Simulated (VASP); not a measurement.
Band structure of SrTiO3 (cubic perovskite). Level of theory: PBEsol GGA, VASP's PBE PAW potentials (set 64) (plane waves; VASP 6.6.1).

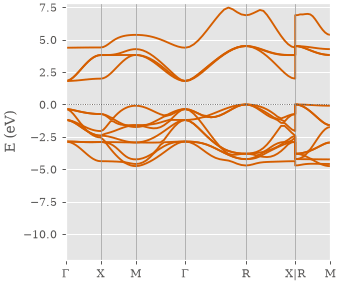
Figure: Bands along high-symmetry lines, zero at the valence-band maximum or, without a gap, the Fermi level

Problem. Read the plot: is there a gap, and where are the band edges?

Solution. The gap is indirect, 1.81 eV, from the valence maximum at R to the conduction minimum at Γ. (Edges off the drawn lines would not show.)

Measured: gap 3.59 eV (computed value off by -1.78 eV), as given by Anna Miglio et al., npj Computational Materials (2020), arXiv:2011.12765 [zero-point renormalisation of 336 meV (experimental, the table's column) added back].

The compound is SrTiO3 in the cubic perovskite structure, the ideal cubic form; the compound distorts at low or room temperature. It was relaxed first.
